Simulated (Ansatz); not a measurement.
## MgSc (Pm-3m): from the cell to its phonons

How does MgSc (Pm-3m) vibrate, and is this structure a minimum?

Method: DFT PBEsol, scalar-relativistic, plane waves, PAW, in Ansatz 0.2.0.

### Step 1. The structure

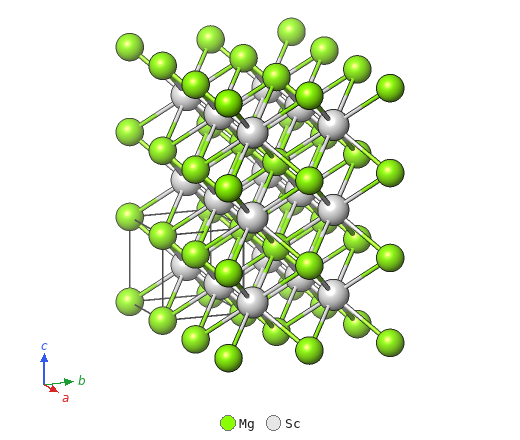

Start, viewed slightly off an axis; magnesium green, scandium white. 3×2×3 cells are drawn. Some periodic images of atoms are drawn too.

### Step 2. Bringing the structure to rest

The cell and atoms are relaxed, since residual forces and stress would shift the frequencies.

input.yaml reads:

```yaml
crystal:
  lattice:
    - [3.59645124, 0.0, 0.0]
    - [0.0, 3.59645124, 0.0]
    - [0.0, 0.0, 3.59645124]
  atoms:
    - { symbol: Mg, position: [0.0, 0.0, 0.0] }
    - { symbol: Sc, position: [0.5, 0.5, 0.5] }
kpoints:
  mp_grid: { grid: [10, 10, 10] }
hamiltonian:
  xc: pbesol
scf:
  occupations: { method: gaussian, width: 0.1 }
output:
  forces: true
  stress: true
  eigenvalues: true
relax:
  adjacent_minimum: "off"
  f_tol: 0.005
  max_steps: 80
  cell: { stress_tol: 0.05 }
```

Launch:

```bash
> ansatz run input.yaml --threads 4 --pin off --max-ram 7168MiB --backend cpu --events-out ev --progress --plain --runs-dir out
```

Numbers of over 12 decimals in the logs are rounded to 6 here.

What it wrote:

```text
Engine: ansatz 0.2.0, aarch64-unknown-linux-gnu
Pseudopotentials: kind: paw
Pseudopotential: Mg, paw, valence charge 10, recommended cutoff 420 eV (normal), Mg.paw.azcp
Pseudopotential: Sc, paw, valence charge 11, recommended cutoff 420 eV (normal), Sc.paw.azcp
Functional definition: PBEsol
  exchange = pbesol_x
  correlation = pbesol_c
Crystal: 2 atoms, lattice volume = 46.518 Å³
Basis set: ecut = 420 eV, 925 PW (Γ), exchange–correlation on 50×50×50 points (8 copies of the dense FFT grid, shifted against one another)
Bands: 15, of which v1, the nominal top of the filled ones, is band 11 counted from 1 (10 counted from 0)
Symmetry: 48 space group operations
Space group: Pm-3m (ITA 221), of the structure as read, at distance tolerance 3.6e-5 Å
k-points: 56 of 1000
Non-local potential: Mg, projectors of the file, l = 0: 3, l = 1: 2, l = 2: 1
Non-local potential: Sc, projectors of the file, l = 0: 3, l = 1: 2, l = 2: 3, l = 3: 1
PAW form: soft (Blöchl's): semilocal exchange-correlation on the pseudo side does not see the compensation charge
PAW frozen core: Mg, regenerated for the run's functional, and the local potential with it (the file was generated under x = pbe(κ = 0.804, μ = 0.219515), c = pbe(β = 0.066725))
PAW frozen core: Sc, regenerated for the run's functional, and the local potential with it (the file was generated under x = pbe(κ = 0.804, μ = 0.219515), c = pbe(β = 0.066725))
PAW one-centre angular grid: Mg, 110 points (default); XC on 64 Gauss nodes
PAW one-centre angular grid: Sc, 590 points (default); XC on 64 Gauss nodes
Initial density: superposition of atomic densities (neutral atoms: chi_scale 0, normalization atom), corrected by the library's trained network
Initial wavefunctions: pseudopotential atomic-orbital guess
Functional: x = pbesol(κ = 0.804, μ = 0.123457), c = pbesol(β = 0.046)
SCF iter   1: F=—  HF=-4023.487669 eV  |F-HF|=—  |Δ(HF+E_count)|=         —  Δρ=4.04e-3  dr2=8.06e-3  ethr=1.77e-3  ⟨swp⟩=4.9  Hψ=3702  notcnv=0
preconditioner: auto → none  [metal: Δε(μ)=0.028 eV  Ē_g=3.689 eV  σ=0.100 eV  W_gap=0.16  n_scr=6 (ndim 8)  ℏωp=12.2 eV  f_vac=0.000  D(μ)=2.56/eV (n_scr^D=26)  sad-step TF]
SCF iter   2: F=—  HF=-4023.484964 eV  |F-HF|=—  |Δ(HF+E_count)|=   2.70e-3  Δρ=2.32e-3  dr2=3.08e-3  ethr=3.84e-5  ⟨swp⟩=2.0  Hψ=1509  notcnv=0
SCF iter   3: F=—  HF=-4023.484137 eV  |F-HF|=—  |Δ(HF+E_count)|=   8.27e-4  Δρ=2.53e-4  dr2=4.14e-5  ethr=1.47e-5  ⟨swp⟩=2.6  Hψ=1300  notcnv=0
SCF iter   4: F=—  HF=-4023.484196 eV  |F-HF|=—  |Δ(HF+E_count)|=   5.88e-5  Δρ=5.69e-5  dr2=1.48e-6  ethr=1.97e-7  ⟨swp⟩=2.7  Hψ=1341  notcnv=0
SCF iter   5: F=—  HF=-4023.484196 eV  |F-HF|=—  |Δ(HF+E_count)|=   3.01e-7  Δρ=1.65e-5  dr2=1.42e-7  ethr=7.05e-9  ⟨swp⟩=2.7  Hψ=1393  notcnv=0
SCF iter   6: F=-4023.484196 eV  HF=-4023.484196 eV  |F-HF|=5.31e-9  |Δ(HF+E_count)|=   3.17e-8  Δρ=3.45e-6  dr2=8.05e-9  ethr=4.76e-10  ⟨swp⟩=5.0  Hψ=3235  notcnv=0
SCF 1 converged in 6 iterations: F = -4023.484196 eV  dr2 = 8.05e-9
  greatest PAW one-centre occupation: 1.000 electrons in one spin orbital (limit 2), on the Mg atom at site 0 (counted from 0), in its partial waves of l = 0
relax step   1: F+E_penalty+E_count = -4023.48419566 eV  Δ(F+E_penalty+E_count) = +0.000e0 eV  max|allowed force component| = 4.443e-29 eV/Å  Δτ_max = 0.0000 Å  P = -1.387 GPa  Ω = 46.518 Å³  (6 SCF iters, dr2 threshold 1.00e-7 eV, accepted)
Crystal: 2 atoms, lattice volume = 45.082 Å³
Basis set: ecut = 420 eV, 895 PW (Γ), exchange–correlation on 50×50×50 points (8 copies of the dense FFT grid, shifted against one another)
Initial density: handed on by an earlier stage of this run
Initial wavefunctions: those handed on with the density
iter 1 solved again at ethr=2.52e-7 eV; its pass at ethr=3.10e-3 eV (dr2=5.29e-5 eV) is discarded
SCF iter   1: F=—  HF=-4023.489909 eV  |F-HF|=—  |Δ(HF+E_count)|=         —  Δρ=3.56e-4  dr2=5.83e-5  ethr=2.52e-7  ⟨swp⟩=3.1  Hψ=5572  notcnv=0
preconditioner: auto → none  [metal: Δε(μ)=0.055 eV  Ē_g=3.752 eV  σ=0.100 eV  W_gap=0.29  n_scr=6 (ndim 8)  ℏωp=12.4 eV  f_vac=0.000  D(μ)=2.55/eV (n_scr^D=26)]
SCF iter   2: F=—  HF=-4023.489935 eV  |F-HF|=—  |Δ(HF+E_count)|=   2.60e-5  Δρ=1.62e-4  dr2=1.14e-5  ethr=2.52e-7  ⟨swp⟩=1.9  Hψ=912  notcnv=0
iter 3 did not close the SCF: its close was put off for the readings that it lacked (scf_convergence_deferred on its scf_iter line)
SCF iter   3: F=-4023.489930 eV  HF=-4023.489930 eV  |F-HF|=1.30e-8  |Δ(HF+E_count)|=   4.88e-6  Δρ=1.28e-5  dr2=2.83e-8  ethr=5.45e-8  ⟨swp⟩=2.0  Hψ=1413  notcnv=0
iter 4 did not close the SCF: its close was put off for the readings that it lacked (scf_convergence_deferred on its scf_iter line)
SCF iter   4: F=-4023.489930 eV  HF=-4023.489930 eV  |F-HF|=1.19e-9  |Δ(HF+E_count)|=   1.30e-9  Δρ=2.35e-6  dr2=2.03e-9  ethr=1.35e-10  ⟨swp⟩=2.0  Hψ=1427  notcnv=0
iter 5 did not close the SCF: its close was put off for the readings that it lacked (scf_convergence_deferred on its scf_iter line)
SCF iter   5: F=-4023.489930 eV  HF=-4023.489930 eV  |F-HF|=1.56e-10  |Δ(HF+E_count)|=   1.42e-9  Δρ=8.09e-7  dr2=3.36e-10  ethr=9.68e-12  ⟨swp⟩=2.9  Hψ=1388  notcnv=0
SCF iter   6: F=-4023.489930 eV  HF=-4023.489930 eV  |F-HF|=2.27e-12  |Δ(HF+E_count)|=  5.91e-12  Δρ=1.11e-7  dr2=3.85e-12  ethr=1.60e-12  ⟨swp⟩=1.2  Hψ=2272  notcnv=0
SCF 2 converged in 6 iterations: F = -4023.489930 eV  dr2 = 3.85e-12
relax step   2: F+E_penalty+E_count = -4023.48993018 eV  Δ(F+E_penalty+E_count) = -5.735e-3 eV  max|allowed force component| = 1.262e-29 eV/Å  Δτ_max = 0.0000 Å  P = +0.159 GPa  Ω = 45.082 Å³  energy of the carried Pulay correction = +6.336e-5 eV  (6 SCF iters, dr2 threshold 2.00e-7 eV, accepted)
Crystal: 2 atoms, lattice volume = 45.226 Å³
iter 1 solved again at ethr=2.94e-8 eV; its pass at ethr=3.10e-3 eV (dr2=6.17e-6 eV) is discarded
SCF iter   1: F=—  HF=-4023.489940 eV  |F-HF|=—  |Δ(HF+E_count)|=         —  Δρ=3.69e-5  dr2=6.34e-7  ethr=2.94e-8  ⟨swp⟩=3.0  Hψ=4805  notcnv=0
preconditioner: auto → none  [metal: Δε(μ)=0.054 eV  Ē_g=3.741 eV  σ=0.100 eV  W_gap=0.28  n_scr=6 (ndim 8)  ℏωp=12.3 eV  f_vac=0.000  D(μ)=2.56/eV (n_scr^D=26)]
SCF iter   2: F=—  HF=-4023.489992 eV  |F-HF|=—  |Δ(HF+E_count)|=   5.21e-5  Δρ=1.72e-5  dr2=1.30e-7  ethr=3.02e-9  ⟨swp⟩=2.0  Hψ=948  notcnv=0
iter 3 did not close the SCF: its close was put off for the readings that it lacked (scf_convergence_deferred on its scf_iter line)
SCF iter   3: F=-4023.489992 eV  HF=-4023.489992 eV  |F-HF|=9.73e-11  |Δ(HF+E_count)|=   5.12e-8  Δρ=8.33e-7  dr2=3.67e-10  ethr=6.18e-10  ⟨swp⟩=2.0  Hψ=1423  notcnv=0
iter 4 did not close the SCF: its close was put off for the readings that it lacked (scf_convergence_deferred on its scf_iter line)
SCF iter   4: F=-4023.489992 eV  HF=-4023.489992 eV  |F-HF|=3.00e-11  |Δ(HF+E_count)|=  3.40e-10  Δρ=2.31e-7  dr2=4.05e-11  ethr=1.75e-12  ⟨swp⟩=2.0  Hψ=1440  notcnv=0
iter 5 did not close the SCF: its close was put off for the readings that it lacked (scf_convergence_deferred on its scf_iter line)
SCF iter   5: F=-4023.489992 eV  HF=-4023.489992 eV  |F-HF|=4.55e-13  |Δ(HF+E_count)|=  1.27e-11  Δρ=4.21e-8  dr2=5.91e-13  ethr=1.00e-12  ⟨swp⟩=1.4  Hψ=869  notcnv=0
SCF iter   6: F=-4023.489992 eV  HF=-4023.489992 eV  |F-HF|=9.09e-13  |Δ(HF+E_count)|=    0.00e0  Δρ=1.29e-8  dr2=3.43e-14  ethr=1.00e-12  ⟨swp⟩=1.2  Hψ=1921  notcnv=0
SCF 3 converged in 6 iterations: F = -4023.489992 eV  dr2 = 3.43e-14
relax step   3: F+E_penalty+E_count = -4023.48999236 eV  Δ(F+E_penalty+E_count) = -6.219e-5 eV  max|allowed force component| = 6.356e-30 eV/Å  Δτ_max = 0.0000 Å  P = -0.006 GPa  Ω = 45.226 Å³  energy of the carried Pulay correction = +5.692e-5 eV  (6 SCF iters, dr2 threshold 6.35e-8 eV, accepted)
Basis set: ecut = 420 eV, 895 PW (Γ), exchange–correlation on 48×48×48 points (8 copies of the dense FFT grid, shifted against one another)
Initial wavefunctions: pseudopotential atomic-orbital guess (no wavefunctions were taken with the density)
iter 1 solved again at ethr=5.03e-8 eV; its pass at ethr=3.10e-3 eV (dr2=1.06e-5 eV) is discarded
SCF iter   1: F=—  HF=-4023.489925 eV  |F-HF|=—  |Δ(HF+E_count)|=         —  Δρ=1.96e-5  dr2=2.27e-8  ethr=5.03e-8  ⟨swp⟩=3.2  Hψ=6342  notcnv=0
SCF iter   2: F=—  HF=-4023.489931 eV  |F-HF|=—  |Δ(HF+E_count)|=   5.45e-6  Δρ=1.00e-5  dr2=5.80e-9  ethr=1.08e-10  ⟨swp⟩=2.8  Hψ=1527  notcnv=0
SCF iter   3: F=—  HF=-4023.489931 eV  |F-HF|=—  |Δ(HF+E_count)|=   5.28e-9  Δρ=1.02e-6  dr2=2.85e-10  ethr=2.76e-11  ⟨swp⟩=2.0  Hψ=1328  notcnv=0
iter 4 did not close the SCF: its close was put off for the readings that it lacked (scf_convergence_deferred on its scf_iter line)
SCF iter   4: F=-4023.489931 eV  HF=-4023.489931 eV  |F-HF|=4.55e-13  |Δ(HF+E_count)|=  2.09e-11  Δρ=2.09e-7  dr2=1.37e-11  ethr=1.35e-12  ⟨swp⟩=2.1  Hψ=1326  notcnv=0
iter 5 did not close the SCF: its close was put off for the readings that it lacked (scf_convergence_deferred on its scf_iter line)
SCF iter   5: F=-4023.489931 eV  HF=-4023.489931 eV  |F-HF|=4.55e-13  |Δ(HF+E_count)|=  3.18e-12  Δρ=4.60e-8  dr2=3.59e-13  ethr=1.00e-12  ⟨swp⟩=1.0  Hψ=840  notcnv=0
iter 6 did not close the SCF: its close was put off for the readings that it lacked (scf_convergence_deferred on its scf_iter line)
SCF iter   6: F=-4023.489931 eV  HF=-4023.489931 eV  |F-HF|=4.55e-13  |Δ(HF+E_count)|=  4.55e-13  Δρ=5.16e-9  dr2=2.05e-14  ethr=1.00e-12  ⟨swp⟩=1.0  Hψ=840  notcnv=0
iter 7 did not close the SCF: its close was put off for the readings that it lacked (scf_convergence_deferred on its scf_iter line)
SCF iter   7: F=-4023.489931 eV  HF=-4023.489931 eV  |F-HF|=4.55e-13  |Δ(HF+E_count)|=  9.09e-13  Δρ=2.71e-9  dr2=4.54e-15  ethr=1.00e-12  ⟨swp⟩=1.0  Hψ=840  notcnv=0
SCF iter   8: F=-4023.489931 eV  HF=-4023.489931 eV  |F-HF|=0.00e0  |Δ(HF+E_count)|=  9.09e-13  Δρ=5.69e-10  dr2=2.34e-16  ethr=1.00e-12  ⟨swp⟩=2.8  Hψ=2599  notcnv=0
SCF 4 converged in 8 iterations: F = -4023.489931 eV  dr2 = 2.34e-16
relax step   4: F+E_penalty+E_count = -4023.48993066 eV  Δ(F+E_penalty+E_count) = +6.171e-5 eV  max|allowed force component| = 3.192e-30 eV/Å  Δτ_max = 0.0000 Å  P = -0.005 GPa  Ω = 45.226 Å³  stress off target by 5.36e-3 GPa  SCF on the basis re-selected at this cell (its energy is not comparable with the rows above)  (8 SCF iters)
basis re-selected at this cell: Δ(F+E_penalty+E_count) = +6.171e-5 eV, ΔP = +0.001 GPa vs the last step (what re-selecting the basis moved, of the pressure what is left beyond the Pulay correction that the steps carried, after the strain that the cell walked since its last selection, with what the two solves' SCF thresholds leave and, on support functions, any second-order correction that the steps lacked; it is no measure of the basis error at this ecutwfc). The dense FFT grid was sized anew with the basis: this SCF ran on 24×24×24 points, the steps before it on 25×25×25, so part of this shift can come from that change (see relax.cell in the input reference). [rest of the remark cut]
SCF converged after 8 iterations
Free energy (F): -4023.489931 eV
Harris-Foulkes:  -4023.489931 eV  (|F-HF|=0.00e0)
Internal energy: -4023.477145 eV  (E = F + TS)
E sigma→0 (E₀):  -4023.483538 eV
Entropy (-TS):   -0.012785 eV (-6.393 meV/atom)
Fermi energy:    7.761158 eV
--- Per-component energies (eV) ---
  E_band       = -512.756722
  E_kinetic    = 335.232362
  E_local      = -2421.270025  (includes V_loc(G=0)·N_el)
  E_nonlocal   = 180.517373
  E_hartree    = 849.641388
  E_xc         = -131.408265
  E_vxc        = -164.922473  (∫ρ·V_xc dr)
  E_paw        = -1212.720387  (= ΣΔE_a)
  E_vpaw       = -141.596745  (= ΣTr[D̂ρ^β])
  E_aug_tail   = 0.000011  (compensation charges beyond the density's cutoff)
  E_ewald      = -1623.657489
  E_core_change = 0.187887  (= ΣΔE_core)
  E_smearing   = -0.012785  (= −TS)
  E_closure    = 0.000000  (closes the sum)
  Σ components = -4023.489931   (vs F -4023.489931, Δ=0.00e0)
--- Forces (eV/Å), atoms counted from 1 ---
  atom   1  Mg     0.00000000    -0.00000000    -0.00000000
  atom   2  Sc    -0.00000000     0.00000000     0.00000000
  max |Σ_I F_I| component: 6.24e-30 eV/Å
--- Stress (GPa, compression-positive) ---
       -0.005361      -0.000000       0.000000
       -0.000000      -0.005361      -0.000000
        0.000000      -0.000000      -0.005361
  P = ⅓ Tr σ = -0.0054 GPa (-0.054 kbar)
--- Band table (eV; the first three rows and the last of 56) ---
  k-point 0: bands = [... 7 lower, -20.4223, 1.7362, 7.6331, 7.6331, 10.2343, 10.2343, 10.2343, 13.0737]
  k-point 1: bands = [... 7 lower, -20.4216, 1.8664, 7.5909, 7.6845, 10.0729, 10.0729, 10.2472, 12.4641]
  k-point 2: bands = [... 7 lower, -20.4196, 2.2502, 7.3506, 7.8261, 9.7295, 9.7295, 10.2812, 11.5606]
  k-point 55: bands = [... 7 lower, -20.4945, 6.7830, 6.7830, 6.7830, 10.7970, 10.7970, 10.7970, 10.9961]
--- Relaxed structure (3 steps of the walk, 3 accepted, 1 SCFs on fresh bases) ---
  F+E_penalty+E_count = -4023.48993066 eV   max|allowed force component| = 3.192e-30 eV/Å   (the final SCF, on the basis selected at the relaxed cell)
  cell:  # Å, volume = 45.2261 Å³
    - [3.562840, 0, 0.0]
    - [0, 3.562840, 0]
    - [0.0, 0, 3.562840]
  atoms:
    - { symbol: Mg, position: [0, 0, 0] }
    - { symbol: Sc, position: [0.5, 0.5, 0.5] }
```

Wall time 4.8 s (4 threads of Arm Neoverse N1, shared host); peak memory 0.35 GiB.

Step by step:

```csv
step,energy less that of the first step (eV),largest force component (eV/Å),pressure (GPa),volume (Å³)
1,0.0000,0.0000,-1.39,46.52
2,-0.0057,0.0000,0.16,45.08
3,-0.0058,0.0000,-0.01,45.23
4*,-0.0057,0.0000,-0.01,45.23
```

Relaxation steps marked * repeat the geometry before them on a plane-wave basis chosen anew for their cell, so energy and pressure can jump there.

The run keeps the 48 symmetry operations that it works with, so distortions that break them were not tested.

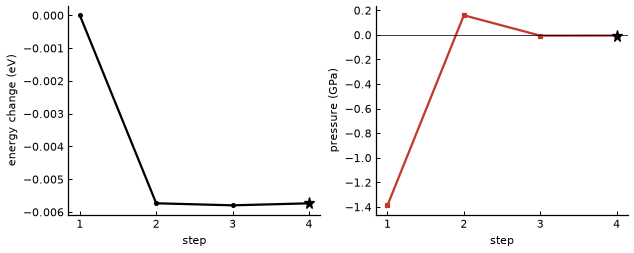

Energy and pressure along the relaxation. Stars mark steps on a basis chosen anew.

```csv
"conventional cell, symmetrised",before,after,change
a (Å),3.596,3.563,-0.9 %
b (Å),3.596,3.563,-0.9 %
c (Å),3.596,3.563,-0.9 %
volume (Å³/atom),23.26,22.61,-2.8 %
```

The relaxed structure:

```xyz
2
Lattice="3.5628 0.0000 0.0000 0.0000 3.5628 0.0000 0.0000 0.0000 3.5628" Properties=species:S:1:pos:R:3 pbc="T T T"
Mg    0.0000    0.0000    0.0000
Sc    1.7814    1.7814    1.7814
```

This step gave:

* pressure: -0.005361 GPa
* volume per atom: 22.61 Å³
* gap on the k-mesh: 0 eV

In this step the volume went from 23.26 to 22.61 Å³/atom.

### Step 3. Relaxing to small forces for the phonons

Phonons need a cell at rest on their own settings, so the relaxation is repeated with tight tolerances on forces and stress on the k mesh and occupations of the first response run.

input.yaml reads:

```yaml
crystal:
  lattice:
    - [3.5628400337, 0.0, 0.0]
    - [0.0, 3.5628400337, 0.0]
    - [0.0, 0.0, 3.5628400337]
  atoms:
    - { symbol: Mg, position: [0.0, 0.0, 0.0] }
    - { symbol: Sc, position: [0.5, 0.5, 0.5] }
kpoints:
  mp_grid: { grid: [12, 12, 12] }
hamiltonian:
  xc: pbesol
scf:
  occupations: { method: methfessel_paxton, width: 0.15 }
output:
  forces: true
  stress: true
  eigenvalues: true
relax:
  adjacent_minimum: "off"
  f_tol: 0.001
  max_steps: 60
  cell: { stress_tol: 0.01 }
```

What it wrote:

```text
[...]
Crystal: 2 atoms, lattice volume = 45.226 Å³
Basis set: ecut = 420 eV, 895 PW (Γ), exchange–correlation on 48×48×48 points (8 copies of the dense FFT grid, shifted against one another)
Bands: 15, of which v1, the nominal top of the filled ones, is band 11 counted from 1 (10 counted from 0)
Symmetry: 48 space group operations
[...]
k-points: 84 of 1728
[...]
k-point 83: bands = [... 7 lower, -20.5007, 6.7814, 6.7814, 6.7814, 10.7963, 10.7963, 10.7963, 10.9907]
--- Relaxed structure (1 steps of the walk, 1 accepted, 1 SCFs on fresh bases) ---
[...]
cell:  # Å, volume = 45.2261 Å³
    - [3.5628400337, 0.0, 0.0]
    - [0.0, 3.5628400337, 0.0]
    - [0.0, 0.0, 3.5628400337]
  atoms:
    - { symbol: Mg, position: [0.0, 0.0, 0.0] }
    - { symbol: Sc, position: [0.500000, 0.500000, 0.500000] }
[key lines of the parts left out:]
SCF converged after 5 iterations
Free energy (F): -4023.482661 eV
Fermi energy:    7.756360 eV
P = ⅓ Tr σ = -0.0000 GPa (-0.000 kbar)
```

Wall time 3.5 s (4 threads); peak memory 0.37 GiB; 11 s of CPU time.

Little changed from the start: no atom moved by 0.005 Å and no cell edge by 0.1 %.

Numbers from this step:

```
pressure : -1.98e-5 GPa
```

The forces vanish by symmetry and the pressure is 0.000 GPa, within the tolerances set. The cell now holds 22.61 Å³/atom.

(Part 1 of 2 ends here.)

[Logs are printed without paths, hosts, clocks, repeated set-up lines and the standing remarks that a program may print on its own settings, such as how far it seeks lower states.]

[Hosts, paths, dates, database ids (printed as entryN), source tags and the programs' standing remarks are cut or masked in the printed files.]
